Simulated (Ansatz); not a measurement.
**Pressure series in hypothetical zinc blende BiAs**

Base system: BiAs in the zinc blende structure (space group F-43m, No. 216; a = 6.6530 Å; a hypothetical phase, not in the database extracts checked).

Cell and atoms are relaxed at each pressure.

Calculations: DFT with r2SCAN, PAW potentials and a 500 eV plane-wave cutoff in Ansatz (an electronic-structure program), no spin-orbit coupling.

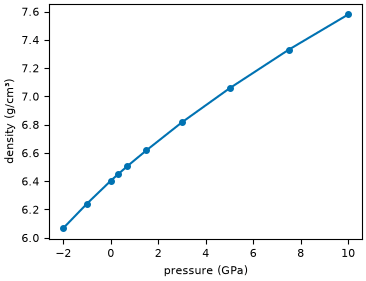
Fig. 1. Density against pressure

```tsv
pressure (GPa)	density
-2	6.07 g/cm³
-1	6.24 g/cm³
0.3	6.45 g/cm³
0.7	6.51 g/cm³
1.5	6.62 g/cm³
3	6.82 g/cm³
5	7.06 g/cm³
7.5	7.33 g/cm³
10	7.58 g/cm³
```

Load acts through the strain it causes; cell and atoms are relaxed under it. Stability against distortions was not tested. Competing high-pressure phases were not computed. The final runs are not spin-polarised.
